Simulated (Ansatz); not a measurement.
# ScTeN3 (model cell, started as cubic perovskite with Te in the octahedra): a soft mode frozen in

Aim: this structure of ScTeN3 (model cell, started as cubic perovskite with Te in the octahedra) is to be tested for unstable modes, and one is followed downhill.

Calculated with Ansatz 0.2.0; DFT PBEsol, scalar-relativistic, plane waves, PAW; PAW set soft_1.

The structure was built from a prototype and need not be the compound's stable phase.

### 1. The structure

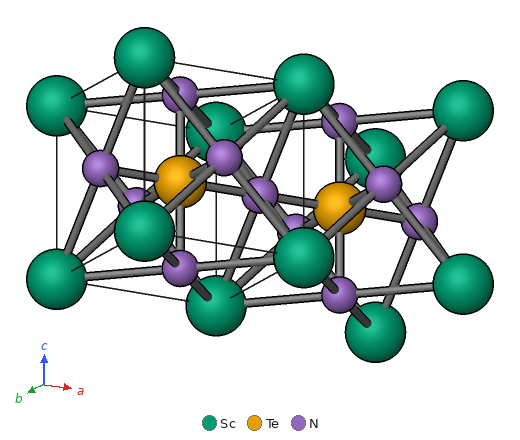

The cell as given, from a free direction (scandium teal, tellurium orange, nitrogen purple). 2×1×1 cells are drawn. Some periodic images of atoms are drawn too.

Structure file:

```cif
data_structure
_symmetry_space_group_name_H-M 'P 1'
_symmetry_Int_Tables_number 1
_cell_length_a 3.9132
_cell_length_b 3.9132
_cell_length_c 3.9132
_cell_angle_alpha 90.000
_cell_angle_beta 90.000
_cell_angle_gamma 90.000
_cell_volume 59.92
loop_
_atom_site_label
_atom_site_type_symbol
_atom_site_fract_x
_atom_site_fract_y
_atom_site_fract_z
_atom_site_occupancy
Sc1 Sc 0.00000 0.00000 0.00000 1
Te2 Te 0.50000 0.50000 0.50000 1
N3 N 0.50000 0.50000 0.00000 1
N4 N 0.50000 0.00000 0.50000 1
N5 N 0.00000 0.50000 0.50000 1
```

### 2. Response at finite wavevector

The cell comes from relaxations at this level that are not shown. Stability and thermal properties need the whole zone. Linear response on a 4×4×4 q mesh gives force constants as far as a supercell of that size would.

Contents of input.yaml:

```yaml
crystal:
  lattice:
    - [3.9131533689, 0.0, 0.0]
    - [0.0, 3.9131533689, 0.0]
    - [0.0, 0.0, 3.9131533689]
  atoms:
    - { symbol: Sc, position: [0.0, 0.0, 0.0] }
    - { symbol: Te, position: [0.5, 0.5, 0.5] }
    - { symbol: "N", position: [0.5, 0.5, 0.0] }
    - { symbol: "N", position: [0.5, 0.0, 0.5] }
    - { symbol: "N", position: [0.0, 0.5, 0.5] }
kpoints:
  mp_grid: { grid: [12, 12, 12] }
hamiltonian:
  xc: pbesol
  pseudopotentials: { kind: paw, azcp: { folder: soft_1 }, xc_functional: pbe }
scf:
  occupations: { method: methfessel_paxton, width: 0.2 }
output:
  eigenvalues: true
phonons:
  method: dfpt
  qmesh: [4, 4, 4]
  temperatures: { t_max: 1000, t_step: 50 }
  qpath:
    path:
      - [[0.0, 0.0, 0.0], [0.0, 0.5, 0.0], [0.5, 0.5, 0.0], [0.0, 0.0, 0.0], [0.5, 0.5, 0.5], [0.0, 0.5, 0.0]]
      - [[0.5, 0.5, 0.5], [0.5, 0.5, 0.0]]
    npoints: 10
```

Command:

```sh
> ansatz run input.yaml --threads 8 --pin off --max-ram 16384MiB --backend cpu --events-out ev --progress --plain --runs-dir out
```

Numbers of over 12 decimals in the logs are rounded to 6 here.

Output:

```text
Engine: ansatz 0.2.0, x86_64-unknown-linux-gnu
Pseudopotentials: kind: paw
Pseudopotential: Sc, paw, valence charge 11, recommended cutoff 420 eV (normal), soft_1/Sc.paw.azcp
Pseudopotential: Te, paw, valence charge 16, recommended cutoff 420 eV (normal), soft_1/Te.paw.azcp
Pseudopotential: N, paw, valence charge 5, recommended cutoff 420 eV (normal), soft_1/N.paw.azcp
Functional definition: PBEsol
  exchange = pbesol_x
  correlation = pbesol_c
Crystal: 5 atoms, lattice volume = 59.921 Å³
Basis set: ecut = 420 eV, 1189 PW (Γ), exchange–correlation on 54×54×54 points (8 copies of the dense FFT grid, shifted against one another)
Bands: 26, of which v1, the nominal top of the filled ones, is band 21 counted from 1 (20 counted from 0)
Symmetry: 48 space group operations
k-points: 84 of 1728
Non-local potential: Sc, projectors of the file, l = 0: 3, l = 1: 2, l = 2: 3, l = 3: 1
Non-local potential: Te, projectors of the file, l = 0: 2, l = 1: 2, l = 2: 2, l = 3: 1
Non-local potential: N, projectors of the file, l = 0: 2, l = 1: 2, l = 2: 1
PAW form: soft (Blöchl's): semilocal exchange-correlation on the pseudo side does not see the compensation charge
PAW frozen core: Sc, regenerated for the run's functional, and the local potential with it (the file was generated under x = pbe(κ = 0.804, μ = 0.219515), c = pbe(β = 0.066725))
PAW frozen core: Te, regenerated for the run's functional, and the local potential with it (the file was generated under x = pbe(κ = 0.804, μ = 0.219515), c = pbe(β = 0.066725))
PAW frozen core: N, regenerated for the run's functional, and the local potential with it (the file was generated under x = pbe(κ = 0.804, μ = 0.219515), c = pbe(β = 0.066725))
PAW one-centre angular grid: Sc, 590 points (default); XC on 64 Gauss nodes
PAW one-centre angular grid: Te, 590 points (default); XC on 64 Gauss nodes
PAW one-centre angular grid: N, 110 points (default); XC on 64 Gauss nodes
Initial density: superposition of atomic densities (chi_scale 0.1, normalization cell, long waves kept (reshape's long-wave potential 0.00 eV rms))
Initial wavefunctions: pseudopotential atomic-orbital guess
Functional: x = pbesol(κ = 0.804, μ = 0.123457), c = pbesol(β = 0.046)
SCF iter   1: F=—  HF=-10147.642901 eV  |F-HF|=—  |Δ(HF+E_count)|=         —  Δρ=9.43e-2  dr2=5.99e0  ethr=3.10e-3  ⟨swp⟩=5.8  Hψ=9833  notcnv=0
preconditioner: auto → Kerker (q_TF=auto, 2.571 Å⁻¹)  [metal: Δε(μ)=0.041 eV  Ē_g=8.978 eV  σ=0.200 eV  W_gap=0.17  n_scr=18 (ndim 8)  ℏωp=23.5 eV  f_vac=0.000  D(μ)=0.79/eV (n_scr^D=0)]
SCF iter   2: F=—  HF=-10146.329078 eV  |F-HF|=—  |Δ(HF+E_count)|=    1.31e0  S|Δr|=    0.00e0  Δρ=4.57e-2  dr2=1.41e0  ethr=3.10e-3  ⟨swp⟩=2.0  Hψ=4030  notcnv=0  defer=71
SCF iter   3: F=—  HF=-10145.952975 eV  |F-HF|=—  |Δ(HF+E_count)|=   3.76e-1  S|Δr|=    0.00e0  Δρ=1.08e-2  dr2=7.87e-2  ethr=3.10e-3  ⟨swp⟩=2.2  Hψ=3527  notcnv=0  defer=71
SCF iter   4: F=—  HF=-10145.929005 eV  |F-HF|=—  |Δ(HF+E_count)|=   2.40e-2  S|Δr|=    0.00e0  Δρ=1.35e-3  dr2=1.68e-3  ethr=1.87e-4  ⟨swp⟩=2.1  Hψ=3662  notcnv=0  defer=62
SCF iter   5: F=—  HF=-10145.928602 eV  |F-HF|=—  |Δ(HF+E_count)|=   4.02e-4  S|Δr|=    0.00e0  Δρ=3.80e-4  dr2=1.50e-4  ethr=4.01e-6  ⟨swp⟩=2.1  Hψ=3125  notcnv=0  defer=62
SCF iter   6: F=—  HF=-10145.928585 eV  |F-HF|=—  |Δ(HF+E_count)|=   1.71e-5  S|Δr|=    0.00e0  Δρ=9.42e-5  dr2=7.37e-6  ethr=3.58e-7  ⟨swp⟩=2.1  Hψ=2845  notcnv=0  defer=62
SCF iter   7: F=—  HF=-10145.928588 eV  |F-HF|=—  |Δ(HF+E_count)|=   2.21e-6  S|Δr|=    0.00e0  Δρ=2.15e-5  dr2=2.29e-7  ethr=1.76e-8  ⟨swp⟩=2.2  Hψ=3807  notcnv=0  defer=62
SCF iter   8: F=—  HF=-10145.928586 eV  |F-HF|=—  |Δ(HF+E_count)|=   2.04e-6  S|Δr|=    0.00e0  Δρ=5.22e-6  dr2=1.47e-8  ethr=5.45e-10  ⟨swp⟩=2.0  Hψ=3750  notcnv=0  defer=62
SCF iter   9: F=—  HF=-10145.928586 eV  |F-HF|=—  |Δ(HF+E_count)|=   5.53e-9  S|Δr|=    0.00e0  Δρ=1.13e-6  dr2=5.00e-10  ethr=3.49e-11  ⟨swp⟩=2.0  Hψ=3760  notcnv=0  defer=62
SCF iter  10: F=—  HF=-10145.928586 eV  |F-HF|=—  |Δ(HF+E_count)|=  3.24e-10  S|Δr|=    0.00e0  Δρ=1.91e-7  dr2=1.60e-11  ethr=1.19e-12  ⟨swp⟩=2.4  Hψ=2882  notcnv=0  defer=62
SCF iter  11: F=-10145.928586 eV  HF=-10145.928586 eV  |F-HF|=1.82e-12  |Δ(HF+E_count)|=    0.00e0  S|Δr|=    0.00e0  Δρ=4.47e-8  dr2=1.46e-12  ethr=1.00e-12  ⟨swp⟩=10.3  Hψ=10560  notcnv=0
SCF 1 converged in 11 iterations: F = -10145.928586 eV  dr2 = 1.46e-12
  greatest PAW one-centre occupation: 1.000 electrons in one spin orbital (limit 2), on the Te atom at site 1 (counted from 0), in its partial waves of l = 2
Initial density: read from a saved state, or passed on in memory by an earlier SCF of this step, an earlier step, the calling program or the single point that the run made first
iter 1 solved again at ethr=8.58e-8 eV; its pass at ethr=3.10e-3 eV (dr2=3.60e-5 eV) is discarded
SCF iter   1: F=—  HF=-10145.928586 eV  |F-HF|=—  |Δ(HF+E_count)|=         —  Δρ=3.14e-6  dr2=9.21e-9  ethr=8.58e-8  ⟨swp⟩=4.1  Hψ=17565  notcnv=0
eigensolver tolerance schedule: the retry pair's looser diagonalisation over-reported the residual by 3913.25 of it (diagonalisation noise at 0.12 of the residual, at the tolerance the schedule requests for it); recorded, not acted on — ethr = c·dr2/N_el stays at c = 1.0e-1
preconditioner: auto → Kerker (q_TF=auto, 2.571 Å⁻¹)  [metal: Δε(μ)=0.015 eV  Ē_g=9.086 eV  σ=0.200 eV  W_gap=0.06  n_scr=18 (ndim 8)  ℏωp=23.5 eV  f_vac=0.000  D(μ)=1.22/eV (n_scr^D=6)]
SCF iter   2: F=—  HF=-10145.928586 eV  |F-HF|=—  |Δ(HF+E_count)|=   1.92e-7  S|Δr|=    0.00e0  Δρ=1.76e-6  dr2=2.32e-9  ethr=2.19e-11  ⟨swp⟩=3.2  Hψ=4952  notcnv=0
SCF iter   3: F=—  HF=-10145.928586 eV  |F-HF|=—  |Δ(HF+E_count)|=  2.36e-10  S|Δr|=    0.00e0  Δρ=1.09e-6  dr2=9.74e-10  ethr=5.53e-12  ⟨swp⟩=1.0  Hψ=2184  notcnv=0
SCF iter   4: F=—  HF=-10145.928586 eV  |F-HF|=—  |Δ(HF+E_count)|=  1.20e-10  S|Δr|=    0.00e0  Δρ=5.94e-7  dr2=3.26e-10  ethr=2.32e-12  ⟨swp⟩=1.0  Hψ=2186  notcnv=0
SCF iter   5: F=—  HF=-10145.928586 eV  |F-HF|=—  |Δ(HF+E_count)|=  1.82e-11  S|Δr|=    0.00e0  Δρ=4.64e-7  dr2=2.03e-10  ethr=1.00e-12  ⟨swp⟩=1.0  Hψ=2184  notcnv=0
SCF iter   6: F=—  HF=-10145.928586 eV  |F-HF|=—  |Δ(HF+E_count)|=  1.09e-11  S|Δr|=    0.00e0  Δρ=3.97e-7  dr2=1.49e-10  ethr=1.00e-12  ⟨swp⟩=1.0  Hψ=2184  notcnv=0
SCF iter   7: F=—  HF=-10145.928586 eV  |F-HF|=—  |Δ(HF+E_count)|=  7.28e-12  S|Δr|=    0.00e0  Δρ=3.11e-7  dr2=9.08e-11  ethr=1.00e-12  ⟨swp⟩=1.0  Hψ=2184  notcnv=0
SCF iter   8: F=-10145.928586 eV  HF=-10145.928586 eV  |F-HF|=5.46e-12  |Δ(HF+E_count)|=  1.82e-11  S|Δr|=    0.00e0  Δρ=7.42e-8  dr2=5.10e-12  ethr=1.00e-12  ⟨swp⟩=2.1  Hψ=5224  notcnv=0
[...]
NSCF: frozen V_eff on 343 k-points
DFPT response loops at q = (0, 0, 0) (fractional): preconditioner auto → Kerker (q_TF=auto, 2.571 Å⁻¹) (partly filled bands, converged f_vac=0.000); β = 1.00, the filter's whole step (`scf.mixing.beta` (0.50) is not read by the response loops under this deck's `scf.mixing.preconditioner`; to damp them name `kerker` or `kerker_dos`, under which they read `scf.mixing.beta`, and type it under 1.00, their step now; both keys bind the ground state too); Broyden in place of MSR1
NSCF: frozen V_eff on 1176 k-points
DFPT response loops at q = (0, 0, 0.25) (fractional): mixed as the last ones told, above
NSCF: frozen V_eff on 686 k-points
DFPT response loops at q = (0, 0, -0.5) (fractional): mixed as the last ones told, above
NSCF: frozen V_eff on 2016 k-points
DFPT response loops at q = (0, 0.25, 0.25) (fractional): mixed as the last ones told, above
NSCF: frozen V_eff on 1176 k-points
DFPT response loops at q = (0, 0.25, -0.5) (fractional): mixed as the last ones told, above
NSCF: frozen V_eff on 686 k-points
DFPT response loops at q = (0, -0.5, -0.5) (fractional): mixed as the last ones told, above
NSCF: frozen V_eff on 3456 k-points
DFPT response loops at q = (0.25, 0.25, 0.25) (fractional): mixed as the last ones told, above
NSCF: frozen V_eff on 2016 k-points
DFPT response loops at q = (0.25, 0.25, -0.5) (fractional): mixed as the last ones told, above
NSCF: frozen V_eff on 1176 k-points
DFPT response loops at q = (0.25, -0.5, -0.5) (fractional): mixed as the last ones told, above
NSCF: frozen V_eff on 686 k-points
DFPT response loops at q = (-0.5, -0.5, -0.5) (fractional): mixed as the last ones told, above
SCF converged after 11 iterations
Stability not checked: this state was not tested for a lower state beside it, because cold or Methfessel-Paxton smearing, or corrected tetrahedra, fill the levels in a way that the test cannot read (fill_not_monotonic; see scf.lower_state_search)
Free energy (F): -10145.928586 eV
Harris-Foulkes:  -10145.928586 eV  (|F-HF|=1.82e-12)
Internal energy: -10145.927516 eV  (E = F + TS)
E sigma→0 (E₀):  -10145.928318 eV
Entropy (-TS):   -0.001070 eV (-0.214 meV/atom)
Fermi energy:    12.912159 eV
--- Per-component energies (eV) ---
  E_band       = -289.359630
  E_kinetic    = 768.441123
  E_local      = -2565.660788  (includes V_loc(G=0)·N_el)
  E_nonlocal   = 317.328831
  E_hartree    = 1127.886771
  E_xc         = -383.986651
  E_vxc        = -433.219106  (∫ρ·V_xc dr)
  E_paw        = -5932.378781  (= ΣΔE_a)
  E_vpaw       = -632.025661  (= ΣTr[D̂ρ^β])
  E_aug_tail   = 0.002420  (compensation charges beyond the density's cutoff)
  E_ewald      = -3478.148573
  E_core_change = 0.588133  (= ΣΔE_core)
  E_smearing   = -0.001070  (= −TS)
  E_closure    = -0.000000  (closes the sum)
  Σ components = -10145.928586   (vs F -10145.928586, Δ=0.00e0)
--- Band table (eV; the first three rows and the last of 84) ---
  k-point 0: bands = [... 17 lower, 11.4461, 11.4461, 11.4817, 11.4817, 11.4817, 13.7864, 13.7864, 14.2307, ... 1 higher]
  k-point 1: bands = [... 17 lower, 11.3835, 11.3835, 11.4149, 11.4149, 11.4173, 13.8416, 13.9720, 14.2398, ... 1 higher]
  k-point 2: bands = [... 17 lower, 11.1580, 11.1580, 11.3188, 11.3188, 11.6784, 13.9965, 14.2647, 14.3876, ... 1 higher]
  k-point 83: bands = [... 17 lower, 10.9516, 13.3357, 13.3357, 13.3357, 14.4973, 14.4973, 14.4973, 14.9808, ... 1 higher]
--- Phonons (Γ-DFPT): 4 representative perturbations + reference (Σ response iterations 15) ---
  ASR residual: 2.292e-5 → 0.000e0 eV/Å²; symmetrization residual: 4.674e-6 eV/Å²
  ASR residual per site (eV/Å²): 2.29e-5 9.67e-6 4.93e-6 4.93e-6 4.93e-6
  Γ frequencies (cm⁻¹): -295.86 -295.86 -295.86 -240.45 -240.45 -240.45 0.00 0.00 0.00 214.63 214.63 214.63 869.24 869.24 869.24
--- Phonons (arbitrary-q DFPT): 10 irreducible q on the 4×4×4 mesh ---
  q = [0.0000, 0.0000, 0.0000] (star 1, of the zone-centre solve; hermiticity 2.61e-7, symmetrization 7.88e-13): -295.86 -295.86 -295.86 -240.45 -240.45 -240.45 -0.00 -0.00 0.00 214.63 214.63 214.63 869.24 869.24 869.24
  q = [0.0000, 0.0000, 0.2500] (star 6, 9 solved perturbations in 4536 linear systems a pass and spin channel, the states on 588 of 1728 k-point pairs; hermiticity 2.75e-7, symmetrization 1.34e-12): -277.93 -277.93 -228.08 -208.23 -208.23 -170.93 88.64 88.64 139.11 201.23 201.23 254.55 866.46 874.88 874.88
  q = [0.0000, 0.0000, -0.5000] (star 3, 9 solved perturbations in 2646 linear systems a pass and spin channel, the states on 343 of 1728 k-point pairs; hermiticity 2.38e-7, symmetrization 1.10e-12): -267.73 -267.73 -197.96 -164.53 -164.53 91.74 156.12 156.12 157.58 157.58 195.58 316.56 842.46 878.88 878.88
  q = [0.0000, 0.2500, 0.2500] (star 12, 9 solved perturbations in 7686 linear systems a pass and spin channel, the states on 1008 of 1728 k-point pairs; hermiticity 2.91e-7, symmetrization 2.42e-14): -334.05 -285.54 -247.93 -190.88 -177.51 100.87 108.13 130.42 187.27 223.61 267.30 278.51 830.91 879.40 908.66
  q = [0.0000, 0.2500, -0.5000] (star 12, 15 solved perturbations on 588 of 1728 k-point pairs; hermiticity 3.46e-7, symmetrization 1.29e-14): -363.46 -259.80 -246.70 -220.82 -128.27 129.94 140.33 159.61 178.77 267.60 289.79 333.31 806.47 883.88 904.61
  q = [0.0000, -0.5000, -0.5000] (star 3, 9 solved perturbations in 2646 linear systems a pass and spin channel, the states on 343 of 1728 k-point pairs; hermiticity 4.00e-7, symmetrization 2.70e-13): -406.58 -301.79 -301.79 -97.72 -97.72 -94.26 164.53 188.28 188.28 336.17 336.17 345.63 789.98 888.34 940.26
  q = [0.2500, 0.2500, 0.2500] (star 8, 4 solved perturbations in 4536 linear systems a pass and spin channel, the states on 1728 of 1728 k-point pairs; hermiticity 1.53e-7, symmetrization 1.14e-12): -342.09 -319.29 -319.29 -211.44 -211.44 -76.46 215.82 215.82 220.58 281.81 281.81 307.13 832.21 832.21 938.10
  q = [0.2500, 0.2500, -0.5000] (star 12, 9 solved perturbations in 7686 linear systems a pass and spin channel, the states on 1008 of 1728 k-point pairs; hermiticity 2.64e-7, symmetrization 4.66e-13): -382.70 -359.54 -308.22 -236.62 -217.29 -116.02 219.82 238.06 276.25 301.43 302.92 344.83 804.71 834.35 951.86
  q = [0.2500, -0.5000, -0.5000] (star 6, 9 solved perturbations in 4536 linear systems a pass and spin channel, the states on 588 of 1728 k-point pairs; hermiticity 2.25e-7, symmetrization 1.36e-14): -415.62 -381.56 -381.56 -228.72 -228.72 -176.11 241.95 278.67 278.67 342.41 342.41 350.82 786.75 823.78 972.89
  q = [-0.5000, -0.5000, -0.5000] (star 1, 4 solved perturbations in 931 linear systems a pass and spin channel, the states on 343 of 1728 k-point pairs; hermiticity 1.09e-7, symmetrization 1.64e-12): -463.05 -463.05 -463.05 -245.76 -245.76 -245.76 298.92 298.92 298.92 355.83 355.83 355.83 784.36 784.36 985.23
  sum rule: each row above includes the acoustic sum rule's correction from the zone centre's row sums; it moved no ω² by more than (0.37 cm⁻¹)²
  mesh force constants: q→R imaginary residual 9.76e-19; ASR residual 2.292e-5 → 0.000e0 eV/Å²; symmetrization residual 2.132e-14 eV/Å²
  interpolated dispersion: 62 rows × 15 modes
  density of states and harmonic sums: on the 16×16×16 q-mesh, interpolated from the force constants of a 4×4×4 supercell (no non-analytic term)
  largest difference from the sums on the solved wave vectors: F 2.86e-2 eV, S 3.49e-5 and C_V 8.76e-6 eV/K
  zero-point energy: 0.252031 eV/cell   skipped modes (ω ≤ 0): 927, of them read as no rigid motion or as one in doubt: 924 (5.551e0 modes/cell left out, lowest -463.05 cm⁻¹)   left out of the sums: 3.70e-1 of the cell's modes: C_V's classical limit lies that fraction below 3 k_B per atom; for a crystal, a wire or a layer, F and S can be off by more, and a phonons.interpolated_qmesh denser along its periods is the remedy for the sampling
```

Elapsed: 22 min, on 8 threads of AMD EPYC 7R32 (Zen 2), shared host; peak memory 6.3 GiB.

Numbers from this step:

* volume per atom: 11.98 Å³
* gap on the k-mesh: 0 eV
* sum-rule residual before enforcement: 2.29e-5 eV/Å²
* lowest frequency on the path: -463.0 cm⁻¹
* point group: m-3m
* highest frequency on the path or at a solved wavevector: 985.2 cm⁻¹
* highest optical mode at the zone centre (no LO-TO term): 869.2 cm⁻¹
* lowest optical zone-centre mode: -295.9 cm⁻¹
* lowest mode on the q mesh (acoustic modes at Γ apart): -463.1 cm⁻¹

Frequencies (cm⁻¹) solved at each irreducible wavevector; negative means imaginary. Frequencies by wavevector, by row:

```csv
q in reciprocal lattice units,star,mode 1,mode 2,mode 3,mode 4,mode 13,mode 14,mode 15
0 0 0,1,-295.9,-295.9,-295.9,-240.4,869.2,869.2,869.2
0 0 0.25,6,-277.9,-277.9,-228.1,-208.2,866.5,874.9,874.9
0 0 -0.5,3,-267.7,-267.7,-198,-164.5,842.5,878.9,878.9
0 0.25 0.25,12,-334.1,-285.5,-247.9,-190.9,830.9,879.4,908.7
0 0.25 -0.5,12,-363.5,-259.8,-246.7,-220.8,806.5,883.9,904.6
0 -0.5 -0.5,3,-406.6,-301.8,-301.8,-97.7,790,888.3,940.3
0.25 0.25 0.25,8,-342.1,-319.3,-319.3,-211.4,832.2,832.2,938.1
0.25 0.25 -0.5,12,-382.7,-359.5,-308.2,-236.6,804.7,834.4,951.9
0.25 -0.5 -0.5,6,-415.6,-381.6,-381.6,-228.7,786.8,823.8,972.9
-0.5 -0.5 -0.5,1,-463.1,-463.1,-463.1,-245.8,784.4,784.4,985.2
```

Interpolated from a 4×4×4 q mesh. The phonon branches at the labelled points (cm⁻¹):

```csv
point,branch 1,branch 2,branch 3,branch 4,branch 12,branch 13,branch 14,branch 15
Γ,-296,-296,-296,-240,215,869,869,869
X,-268,-268,-198,-164,317,842,879,879
M,-407,-302,-302,-98,346,790,888,940
Γ,-296,-296,-296,-240,215,869,869,869
R,-463,-463,-463,-246,356,784,784,985
X,-268,-268,-198,-164,317,842,879,879
jump to R,-463,-463,-463,-246,356,784,784,985
M,-407,-302,-302,-98,346,790,888,940
```

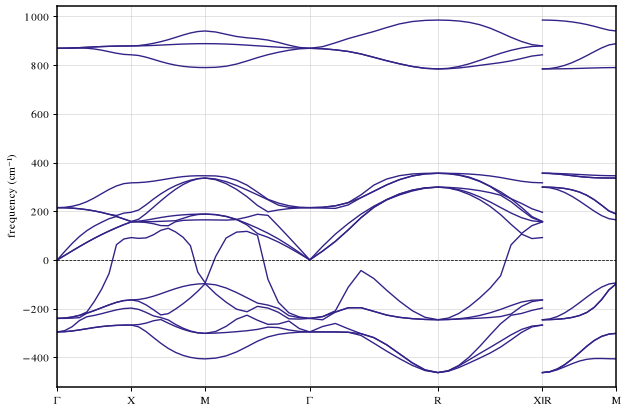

Phonon branches along the path.

Symmetry leaves 10 wavevectors to solve. The lowest mode among them, the acoustic zeros apart, lies at q = (-0.5, -0.5, -0.5) and is imaginary, 463.1i cm⁻¹, so the energy falls along it.

(Continued in part 2 of 3.)

[Logs are printed without paths, hosts, clocks, repeated set-up lines and the standing remarks that a program may print on its own settings, such as how far it seeks lower states.]

[Hosts, paths, dates, database ids (printed as entryN), source tags and the programs' standing remarks are cut or masked in the printed files.]
